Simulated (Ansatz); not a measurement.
# (10−10) slab of wurtzite AlN, 9.0 Å thick as cut, bare faces

Aim: relax the faces, then place the frontier levels against the vacuum by PBEsol and HSE06.

All numbers are computed with Ansatz 0.2.0 (PAW, plane waves).

**1. The system as built**

16 atoms (8 Al, 8 N); a = 4.984 Å, b = 3.114 Å, c = 21.989 Å, α = 90.00°, β = 90.00°, γ = 90.00°. All atoms were shaken off their sites by about 0.02 Å along each axis.

Plan of the steps: (2) PBEsol relaxation at a 4×6×1 mesh, on 1 × data-centre GPU with 2 threads; (3) HSE06 single point at a 3×4×1 mesh, on 1 × data-centre GPU with 2 threads.

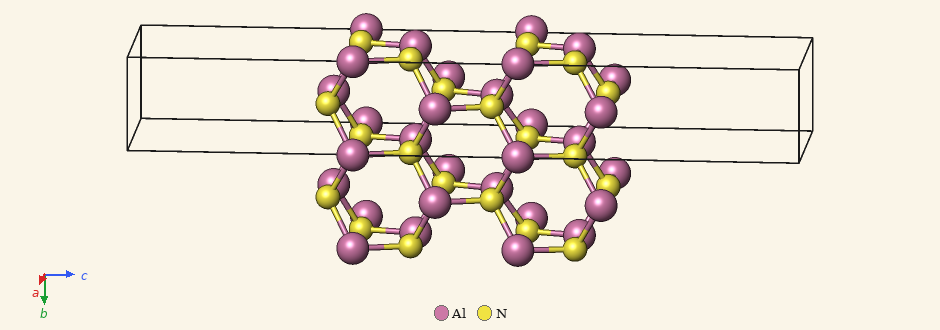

The starting cell, seen from the side, with c running across the picture (aluminium pink, nitrogen yellow). 1×2×1 cells are drawn. Atoms on faces are repeated.

Structure file:

```
Al N
1.0
     0.00000    0.00000    4.98353
     3.11382    0.00000    0.00000
     0.00000   21.98881    0.00000
Al N
8 8
Direct
  0.50246 0.49455 0.29714
  0.50272 0.99455 0.41895
  0.50048 0.50497 0.54010
  0.49613 0.99199 0.66290
  0.99633 0.00430 0.33557
  0.99697 0.49504 0.45805
  0.00172 0.99071 0.58150
  0.99823 0.49417 0.70533
  0.38083 0.00797 0.33555
  0.37915 0.50253 0.45874
  0.37879 0.99799 0.58372
  0.37996 0.50231 0.70344
  0.88112 0.49806 0.29616
  0.87803 0.00710 0.41904
  0.87806 0.49772 0.54006
  0.87805 0.01036 0.66392
```

**2. Relaxation of the positions (PBEsol)**

Contents of in.yaml:

```yaml
crystal:
  lattice:
    - [0.000000, 0.000000, 4.983529]
    - [3.113816, 0.000000, 0.000000]
    - [0.000000, 21.988813, 0.000000]
  atoms:
    - { symbol: Al, position: [0.502458, 0.494552, 0.297139] }
    - { symbol: Al, position: [0.502719, 0.994548, 0.418952] }
    - { symbol: Al, position: [0.500477, 0.504966, 0.540103] }
    - { symbol: Al, position: [0.496133, 0.991992, 0.662896] }
    - { symbol: Al, position: [0.996328, 0.004301, 0.335567] }
    - { symbol: Al, position: [0.996968, 0.495040, 0.458052] }
    - { symbol: Al, position: [0.001725, 0.990712, 0.581500] }
    - { symbol: Al, position: [0.998234, 0.494165, 0.705327] }
    - { symbol: N, position: [0.380832, 0.007967, 0.335547] }
    - { symbol: N, position: [0.379151, 0.502535, 0.458737] }
    - { symbol: N, position: [0.378788, 0.997992, 0.583716] }
    - { symbol: N, position: [0.379957, 0.502313, 0.703439] }
    - { symbol: N, position: [0.881124, 0.498055, 0.296164] }
    - { symbol: N, position: [0.878025, 0.007103, 0.419041] }
    - { symbol: N, position: [0.878058, 0.497725, 0.540060] }
    - { symbol: N, position: [0.878047, 0.010357, 0.663923] }
kpoints:
  mp_grid: { grid: [4, 6, 1] }
hamiltonian:
  xc: pbesol
scf:
  occupations: { method: fermi_dirac, width: 0.01 }
relax:
  f_tol: 0.03
  max_steps: 80
  escape_saddle: false
  adjacent_minimum: "off"
output:
  forces: true
  eigenvalues: true
  populations: true
```

On the command line:

```sh
$ ansatz run in.yaml --threads 2 --pin off --max-ram 19000MiB --runs-dir r --events-out ev --progress --plain --backend cuda --devices 0, --max-vram 18GiB
```

Log:

```text
Pseudopotentials: kind: paw
Functional definition: PBEsol
  exchange = pbesol_x
  correlation = pbesol_c
Crystal: 16 atoms, lattice volume = 341.218 Å³
Basis set: ecut = 420 eV, 6699 PW (Γ), exchange–correlation on 72×48×300 points (8 copies of the dense FFT grid, shifted against one another)
Bands: 48, of which v1, the nominal top of the filled ones, is band 32 counted from 1 (31 counted from 0)
Symmetry: 1 space group operations
Space group: P1 (ITA 1), of the structure as read, at distance tolerance 7.0e-5 Å
k-points: 14 of 24 (time reversal used)
Non-local potential: Al, projectors of the file, l = 0: 2, l = 1: 2, l = 2: 1
Non-local potential: N, projectors of the file, l = 0: 2, l = 1: 2, l = 2: 1
PAW form: soft (Blöchl's): semilocal exchange-correlation on the pseudo side does not see the compensation charge
PAW frozen core: Al, regenerated for the run's functional, and the local potential with it (the file was generated under x = pbe(κ = 0.804, μ = 0.2195149727645171), c = pbe(β = 0.06672455060314922))
PAW frozen core: N, regenerated for the run's functional, and the local potential with it (the file was generated under x = pbe(κ = 0.804, μ = 0.2195149727645171), c = pbe(β = 0.06672455060314922))
PAW one-centre angular grid: Al, 110 points (default); XC on 64 Gauss nodes
PAW one-centre angular grid: N, 110 points (default); XC on 64 Gauss nodes
Initial density: superposition of atomic densities (neutral atoms: chi_scale 0, normalization atom), corrected by the library's trained network
Initial wavefunctions: pseudopotential atomic-orbital guess
Functional: x = pbesol(κ = 0.804, μ = 0.12345679012345678), c = pbesol(β = 0.046)
SCF iter   1: F=—  HF=-7242.221850 eV  |F-HF|=—  |Δ(HF+E_count)|=         —  Δρ=7.78e-3  dr2=2.33e-1  ethr=1.77e-3  ⟨swp⟩=10.4  Hψ=4195  notcnv=0  defer=61
preconditioner: auto → Resta (q_TF=auto, 2.064 Å⁻¹)  ε∞=2.9  [insulator: Δε(μ)=1.220 eV  Ē_g=11.550 eV  σ=0.010 eV  W_gap=1.00  n_scr=42 (ndim 8)  ℏωp=16.1 eV  f_vac=0.434  D(μ)=0.00/eV (n_scr^D=0)  ε∞_Penn≈2.9  vacuum switching on, ρ_ref=9.7e-3 e/Å³]
SCF iter   2: F=—  HF=-7242.165787 eV  |F-HF|=—  |Δ(HF+E_count)|=   5.61e-2  Δρ=2.34e-3  dr2=2.18e-2  ethr=3.64e-4  ⟨swp⟩=2.1  Hψ=1241  notcnv=0  defer=117
SCF iter   3: F=—  HF=-7242.161840 eV  |F-HF|=—  |Δ(HF+E_count)|=   3.95e-3  Δρ=8.08e-4  dr2=2.46e-3  ethr=3.41e-5  ⟨swp⟩=3.0  Hψ=1078  notcnv=0  defer=117
SCF iter   4: F=—  HF=-7242.161902 eV  |F-HF|=—  |Δ(HF+E_count)|=   6.19e-5  Δρ=4.09e-4  dr2=5.45e-4  ethr=3.84e-6  ⟨swp⟩=2.6  Hψ=1196  notcnv=0  defer=117
SCF iter   5: F=—  HF=-7242.161993 eV  |F-HF|=—  |Δ(HF+E_count)|=   9.04e-5  Δρ=1.14e-4  dr2=4.04e-5  ethr=8.51e-7  ⟨swp⟩=3.0  Hψ=1098  notcnv=0  defer=117
SCF iter   6: F=-7242.162003 eV  HF=-7242.162008 eV  |F-HF|=4.59e-6  |Δ(HF+E_count)|=   1.51e-5  Δρ=4.75e-5  dr2=8.43e-6  ethr=3.52e-8  ⟨swp⟩=21.9  Hψ=5030  notcnv=0
SCF 1 converged in 6 iterations: F = -7242.162003 eV  dr2 = 8.43e-6
relax step   1: F+E_penalty+E_count = -7242.16200319 eV  Δ(F+E_penalty+E_count) = +0.000e0 eV  max|allowed force component| = 2.243e0 eV/Å  Δτ_max = 0.0000 Å  (6 SCF iters, dr2 threshold 2.25e-5 eV, accepted)
Initial density: handed on by an earlier stage of this run
Initial wavefunctions: those handed on with the density
iter 1 solved again at ethr=3.31e-4 eV; its pass at ethr=3.10e-3 eV (dr2=2.12e-1 eV) is discarded
SCF iter   1: F=—  HF=-7242.917655 eV  |F-HF|=—  |Δ(HF+E_count)|=         —  Δρ=7.05e-3  dr2=2.14e-1  ethr=3.31e-4  ⟨swp⟩=2.1  Hψ=2806  notcnv=0  defer=137
preconditioner: auto → Resta (q_TF=auto, 2.064 Å⁻¹)  ε∞=2.8  [insulator: Δε(μ)=2.205 eV  Ē_g=11.871 eV  σ=0.010 eV  W_gap=1.00  n_scr=42 (ndim 8)  ℏωp=16.1 eV  f_vac=0.451  D(μ)=0.00/eV (n_scr^D=0)  ε∞_Penn≈2.8  vacuum switching on, ρ_ref=1.0e-2 e/Å³]
SCF iter   2: F=—  HF=-7242.875911 eV  |F-HF|=—  |Δ(HF+E_count)|=   4.17e-2  Δρ=3.28e-3  dr2=4.36e-2  ethr=3.31e-4  ⟨swp⟩=2.5  Hψ=1000  notcnv=0  defer=137
SCF iter   3: F=—  HF=-7242.872808 eV  |F-HF|=—  |Δ(HF+E_count)|=   3.10e-3  Δρ=1.67e-3  dr2=1.29e-2  ethr=6.81e-5  ⟨swp⟩=2.9  Hψ=1252  notcnv=0  defer=141
SCF iter   4: F=—  HF=-7242.873148 eV  |F-HF|=—  |Δ(HF+E_count)|=   3.40e-4  Δρ=5.94e-4  dr2=1.62e-3  ethr=2.01e-5  ⟨swp⟩=3.0  Hψ=1042  notcnv=0  defer=141
SCF iter   5: F=—  HF=-7242.873400 eV  |F-HF|=—  |Δ(HF+E_count)|=   2.52e-4  Δρ=2.41e-4  dr2=3.04e-4  ethr=2.54e-6  ⟨swp⟩=2.0  Hψ=1048  notcnv=0  defer=141
SCF iter   6: F=-7242.873486 eV  HF=-7242.873472 eV  |F-HF|=1.36e-5  |Δ(HF+E_count)|=   7.23e-5  Δρ=7.85e-5  dr2=2.67e-5  ethr=1.56e-7  ⟨swp⟩=18.1  Hψ=4830  notcnv=0
SCF 2 converged in 6 iterations: F = -7242.873486 eV  dr2 = 2.67e-5
relax step   2: F+E_penalty+E_count = -7242.87348584 eV  Δ(F+E_penalty+E_count) = -7.115e-1 eV  max|allowed force component| = 1.275e0 eV/Å  Δτ_max = 0.1910 Å  (6 SCF iters, dr2 threshold 1.00e-4 eV, accepted)
SCF iter   1: F=—  HF=-7243.267065 eV  |F-HF|=—  |Δ(HF+E_count)|=         —  Δρ=8.13e-3  dr2=2.67e-1  ethr=1.83e-3  ⟨swp⟩=4.1  Hψ=1815  notcnv=0  defer=106
preconditioner: auto → Resta (q_TF=auto, 2.064 Å⁻¹)  ε∞=2.8  [insulator: Δε(μ)=2.766 eV  Ē_g=12.041 eV  σ=0.010 eV  W_gap=1.00  n_scr=42 (ndim 8)  ℏωp=16.1 eV  f_vac=0.455  D(μ)=0.00/eV (n_scr^D=0)  ε∞_Penn≈2.8  vacuum switching on, ρ_ref=1.1e-2 e/Å³]
SCF iter   2: F=—  HF=-7243.189502 eV  |F-HF|=—  |Δ(HF+E_count)|=   7.76e-2  Δρ=3.29e-3  dr2=4.43e-2  ethr=4.17e-4  ⟨swp⟩=2.6  Hψ=1230  notcnv=0  defer=142
SCF iter   3: F=—  HF=-7243.180949 eV  |F-HF|=—  |Δ(HF+E_count)|=   8.55e-3  Δρ=1.61e-3  dr2=9.64e-3  ethr=6.92e-5  ⟨swp⟩=2.3  Hψ=989  notcnv=0  defer=142
SCF iter   4: F=—  HF=-7243.179842 eV  |F-HF|=—  |Δ(HF+E_count)|=   1.11e-3  Δρ=4.55e-4  dr2=6.80e-4  ethr=1.51e-5  ⟨swp⟩=3.0  Hψ=1188  notcnv=0  defer=142
SCF iter   5: F=—  HF=-7243.179994 eV  |F-HF|=—  |Δ(HF+E_count)|=   1.52e-4  Δρ=2.25e-4  dr2=2.03e-4  ethr=1.06e-6  ⟨swp⟩=2.1  Hψ=1036  notcnv=0  defer=142
SCF iter   6: F=-7243.180001 eV  HF=-7243.179997 eV  |F-HF|=3.94e-6  |Δ(HF+E_count)|=   3.14e-6  Δρ=4.74e-5  dr2=8.40e-6  ethr=1.56e-7  ⟨swp⟩=17.0  Hψ=4724  notcnv=0
SCF 3 converged in 6 iterations: F = -7243.180001 eV  dr2 = 8.40e-6
relax step   3: F+E_penalty+E_count = -7243.18000084 eV  Δ(F+E_penalty+E_count) = -3.065e-1 eV  max|allowed force component| = 1.925e-1 eV/Å  Δτ_max = 0.1208 Å  (6 SCF iters, dr2 threshold 1.00e-4 eV, accepted)
SCF iter   1: F=—  HF=-7243.185506 eV  |F-HF|=—  |Δ(HF+E_count)|=         —  Δρ=9.53e-4  dr2=5.35e-3  ethr=6.70e-5  ⟨swp⟩=3.0  Hψ=1457  notcnv=0  defer=142
preconditioner: auto → Resta (q_TF=auto, 2.064 Å⁻¹)  ε∞=2.8  [insulator: Δε(μ)=2.653 eV  Ē_g=11.982 eV  σ=0.010 eV  W_gap=1.00  n_scr=42 (ndim 8)  ℏωp=16.1 eV  f_vac=0.453  D(μ)=0.00/eV (n_scr^D=0)  ε∞_Penn≈2.8  vacuum switching on, ρ_ref=1.0e-2 e/Å³]
SCF iter   2: F=—  HF=-7243.183919 eV  |F-HF|=—  |Δ(HF+E_count)|=   1.59e-3  Δρ=4.16e-4  dr2=8.07e-4  ethr=8.37e-6  ⟨swp⟩=2.8  Hψ=1148  notcnv=0  defer=142
SCF iter   3: F=—  HF=-7243.183618 eV  |F-HF|=—  |Δ(HF+E_count)|=   3.01e-4  Δρ=2.21e-4  dr2=1.69e-4  ethr=1.26e-6  ⟨swp⟩=2.0  Hψ=976  notcnv=0  defer=142
SCF iter   4: F=—  HF=-7243.183582 eV  |F-HF|=—  |Δ(HF+E_count)|=   3.55e-5  Δρ=6.21e-5  dr2=1.12e-5  ethr=2.64e-7  ⟨swp⟩=2.1  Hψ=986  notcnv=0  defer=142
SCF iter   5: F=-7243.183580 eV  HF=-7243.183582 eV  |F-HF|=1.51e-6  |Δ(HF+E_count)|=   7.45e-7  Δρ=2.46e-5  dr2=2.28e-6  ethr=3.62e-9  ⟨swp⟩=15.9  Hψ=4271  notcnv=0
SCF 4 converged in 5 iterations: F = -7243.183580 eV  dr2 = 2.28e-6
relax step   4: F+E_penalty+E_count = -7243.18358018 eV  Δ(F+E_penalty+E_count) = -3.579e-3 eV  max|allowed force component| = 3.949e-2 eV/Å  Δτ_max = 0.0114 Å  (5 SCF iters, dr2 threshold 2.32e-6 eV, accepted)
SCF iter   1: F=—  HF=-7243.184115 eV  |F-HF|=—  |Δ(HF+E_count)|=         —  Δρ=3.22e-4  dr2=6.49e-4  ethr=9.22e-6  ⟨swp⟩=3.0  Hψ=1430  notcnv=0  defer=142
preconditioner: auto → Resta (q_TF=auto, 2.064 Å⁻¹)  ε∞=2.8  [insulator: Δε(μ)=2.679 eV  Ē_g=11.985 eV  σ=0.010 eV  W_gap=1.00  n_scr=42 (ndim 8)  ℏωp=16.1 eV  f_vac=0.453  D(μ)=0.00/eV (n_scr^D=0)  ε∞_Penn≈2.8  vacuum switching on, ρ_ref=1.0e-2 e/Å³]
SCF iter   2: F=—  HF=-7243.183923 eV  |F-HF|=—  |Δ(HF+E_count)|=   1.92e-4  Δρ=1.46e-4  dr2=1.05e-4  ethr=1.01e-6  ⟨swp⟩=2.9  Hψ=1088  notcnv=0  defer=142
SCF iter   3: F=—  HF=-7243.183858 eV  |F-HF|=—  |Δ(HF+E_count)|=   6.53e-5  Δρ=8.34e-5  dr2=2.55e-5  ethr=1.65e-7  ⟨swp⟩=2.1  Hψ=922  notcnv=0  defer=142
SCF iter   4: F=—  HF=-7243.183823 eV  |F-HF|=—  |Δ(HF+E_count)|=   3.48e-5  Δρ=2.35e-5  dr2=1.48e-6  ethr=3.98e-8  ⟨swp⟩=2.0  Hψ=950  notcnv=0  defer=142
SCF iter   5: F=—  HF=-7243.183823 eV  |F-HF|=—  |Δ(HF+E_count)|=   2.07e-7  Δρ=5.86e-6  dr2=1.12e-7  ethr=2.32e-9  ⟨swp⟩=2.4  Hψ=1022  notcnv=0  defer=142
SCF iter   6: F=-7243.183823 eV  HF=-7243.183823 eV  |F-HF|=2.36e-9  |Δ(HF+E_count)|=   1.60e-9  Δρ=1.72e-6  dr2=8.85e-9  ethr=1.56e-10  ⟨swp⟩=12.9  Hψ=3447  notcnv=0
SCF 5 converged in 6 iterations: F = -7243.183823 eV  dr2 = 8.85e-9
relax step   5: F+E_penalty+E_count = -7243.18382257 eV  Δ(F+E_penalty+E_count) = -2.424e-4 eV  max|allowed force component| = 1.286e-2 eV/Å  Δτ_max = 0.0040 Å  (6 SCF iters, accepted)
SCF converged after 6 iterations
Free energy (F): -7243.183823 eV
Harris-Foulkes:  -7243.183823 eV  (|F-HF|=2.36e-9)
Internal energy: -7243.183823 eV  (E = F + TS)
E sigma→0 (E₀):  -7243.183823 eV
Fermi energy:    2.030252 eV
--- Per-component energies (eV) ---
  E_band       = -300.129931
  E_kinetic    = 1265.415675
  E_local      = -25540.101200  (includes V_loc(G=0)·N_el)
  E_nonlocal   = 447.493216
  E_hartree    = 12284.674647
  E_xc         = -802.685617
  E_vxc        = -855.722322  (∫ρ·V_xc dr)
  E_paw        = -4622.164743  (= ΣΔE_a)
  E_vpaw       = -186.564875  (= ΣTr[D̂ρ^β])
  E_aug_tail   = 0.000741  (compensation charges beyond the density's cutoff)
  E_ewald      = 9723.805555
  E_core_change = 0.377903  (= ΣΔE_core)
  E_smearing   = -0.000000  (= −TS)
  E_closure    = 0.000000  (closes the sum)
  Σ components = -7243.183823   (vs F -7243.183823, Δ=0.00e0)
--- Forces (eV/Å), atoms counted from 1 ---
  atom   1  Al    -0.00016905    -0.00069696     0.00040335
  atom   2  Al     0.00086800    -0.00768762     0.00348196
  atom   3  Al     0.00013934    -0.00531594     0.00082570
  atom   4  Al    -0.00062108    -0.01129421    -0.00282738
  atom   5  Al     0.00074858    -0.00406662    -0.00052668
  atom   6  Al     0.00098226    -0.00762510     0.00063063
  atom   7  Al     0.00017448    -0.00622758     0.00260976
  atom   8  Al     0.00049458    -0.00507534    -0.00084632
  atom   9  N      0.00051974     0.00154261    -0.00149710
  atom  10  N     -0.00052168     0.00358370    -0.00264490
  atom  11  N     -0.00052499     0.00362243     0.00298244
  atom  12  N      0.00091157     0.00432282     0.00185218
  atom  13  N     -0.00144707     0.00303123    -0.00047501
  atom  14  N     -0.00066066     0.01052531     0.00345863
  atom  15  N     -0.00011593     0.01286627    -0.00737277
  atom  16  N     -0.00077688     0.00859677    -0.00003410
  max |Σ_I F_I| component: 1.02e-4 eV/Å
--- Band table (eV; the first three rows and the last of 14) ---
  k-point 0: bands = [... 20 lower levels ..., "-0.9237", "-0.7986", "-0.7238", "-0.2889", "-0.2373", "-0.0540", "-0.0417", "0.2238", "0.3307", "0.3890", "0.4798", "0.5943", "3.3654", "3.7046", "5.6042", "5.9835", "6.1030", "6.3743", "6.4667", "6.9403", "7.0996", "7.4123", "7.5928", "7.7646", ... 4 higher levels ...]
  k-point 1: bands = [... 20 lower levels ..., "-1.4397", "-1.2253", "-0.9936", "-0.9218", "-0.9079", "-0.4803", "-0.3608", "-0.1140", "-0.0442", "0.1254", "0.5730", "0.6756", "4.0112", "4.0942", "5.8057", "6.0199", "6.6440", "6.8617", "7.0050", "7.3719", "7.6762", "8.1104", "8.2560", "8.5031", ... 4 higher levels ...]
  k-point 2: bands = [... 20 lower levels ..., "-2.2175", "-2.2163", "-1.7022", "-1.5881", "-1.3451", "-0.9583", "-0.6232", "-0.5831", "-0.3555", "-0.2976", "0.5677", "0.5785", "4.6723", "4.6989", "5.4537", "6.0963", "6.6493", "6.9884", "7.3224", "7.4914", "7.8673", "8.1526", "8.4681", "8.5515", ... 4 higher levels ...]
  k-point 13: bands = [... 20 lower levels ..., "-1.2727", "-1.2714", "-0.9732", "-0.9721", "-0.9345", "-0.9266", "-0.6294", "-0.6280", "-0.4586", "-0.4485", "0.6636", "0.6735", "4.6249", "4.6350", "5.8899", "5.8907", "6.1148", "6.1218", "6.8494", "6.8579", "7.0478", "7.0525", "8.6339", "8.6444", ... 4 higher levels ...]
--- Relaxed structure (5 steps of the walk, 5 accepted, 0 SCFs on fresh bases) ---
  F+E_penalty+E_count = -7243.18382257 eV   max|allowed force component| = 1.286e-2 eV/Å
  atoms:
    - { symbol: Al, position: [0.5232098464203149, 0.49963933689098816, 0.30760364564857634] }
    - { symbol: Al, position: [0.4993805756821106, 0.9996175724901478, 0.4202742262882048] }
    - { symbol: Al, position: [0.49551654726131833, 0.49965260063233013, 0.5418695163585056] }
    - { symbol: Al, position: [0.49101375887004256, 0.9996492473506912, 0.6671781233025688] }
    - { symbol: Al, position: [0.9910934936219515, -0.00034141792597906556, 0.33286704373088355] }
    - { symbol: Al, position: [0.9955088857788564, 0.4996206323575923, 0.4581567797711481] }
    - { symbol: Al, position: [-0.0006143816477290945, 0.9996477559744653, 0.5797598589955437] }
    - { symbol: Al, position: [1.0230417818463993, 0.4996503930031254, 0.6924371446942886] }
    - { symbol: N, position: [0.37305368175091846, -0.0003662465901007205, 0.33641714138852047] }
    - { symbol: N, position: [0.3782234544637275, 0.4996319905854432, 0.4592387702709286] }
    - { symbol: N, position: [0.37903782050606416, 0.9996595030900983, 0.5816374094707054] }
    - { symbol: N, position: [0.3750674772460572, 0.49963727987317474, 0.7023924650469415] }
    - { symbol: N, position: [0.8752406534864101, 0.4996760491478023, 0.29761236408045866] }
    - { symbol: N, position: [0.879034574611336, -0.00036161108305439254, 0.4183668806935261] }
    - { symbol: N, position: [0.8782759804273674, 0.4996496835554343, 0.5407593980668347] }
    - { symbol: N, position: [0.8729398496748535, -0.0003397693521580721, 0.6635922321923662] }
--- Löwdin populations: 16 sites ---
  site symbol       q [e]
     0     Al      1.8368
     1     Al      1.9369
     2     Al      1.9272
     3     Al      1.9195
     4     Al      1.9196
     5     Al      1.9272
     6     Al      1.9369
     7     Al      1.8368
     8      N      6.0265
     9      N      6.0075
    10      N      6.0180
    11      N      6.0296
    12      N      6.0294
    13      N      6.0181
    14      N      6.0075
    15      N      6.0265
  spilling = 0.009311 (of n_electrons = 64.000000)
```

It took 5.4 s on 1 × data-centre GPU with 2 threads, shared host; peak host memory 1.2 GiB.

Step by step:

```csv
accepted step,energy change (eV),largest force component (eV/Å),SCF cycles
1,0.000,2.243,6
2,-0.711,1.275,6
3,-1.018,0.192,6
4,-1.022,0.039,5
5,-1.022,0.013,6
```

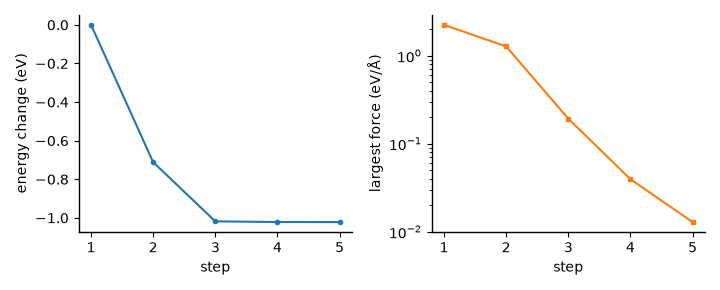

Energy and largest force component along the relaxation.

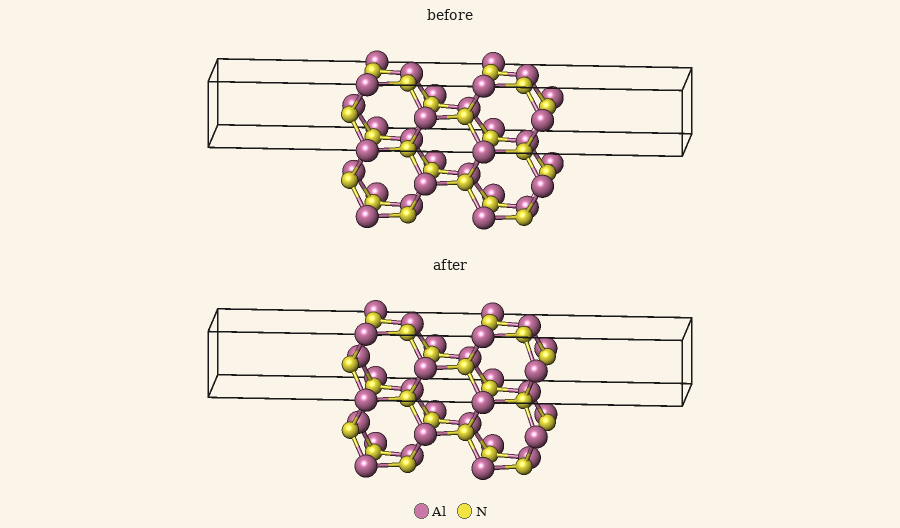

The cell before and after the relaxation. 1×2×1 cells are drawn.

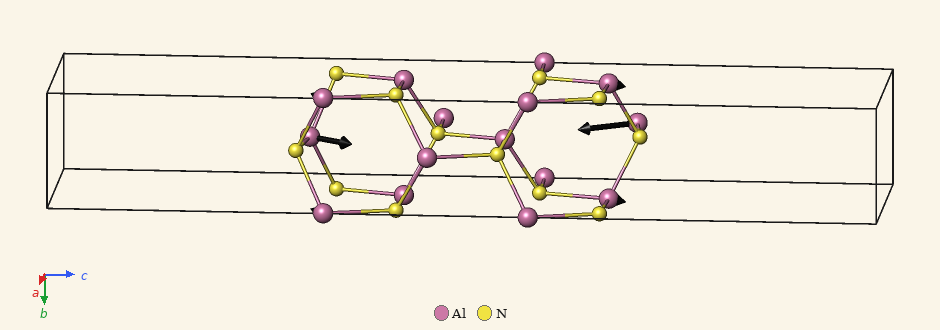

The relaxed cell; black arrows show the larger shifts of the atoms, drawn 5 times longer.

Bond lengths by pair after relaxation (within a distance cut, which drops stretched bonds):

```csv
pair,count,mean (Å),spread (Å),least,most
Al–N,30,1.876,0.047,1.768,1.962
```

Top filled level 0.678 eV, lowest empty level 3.365 eV: 2.69 eV apart at a 4×6×1 mesh.

The top filled level lies 5.72 eV and the lowest empty level 3.03 eV below the vacuum level.

[end of part 1 of 2]
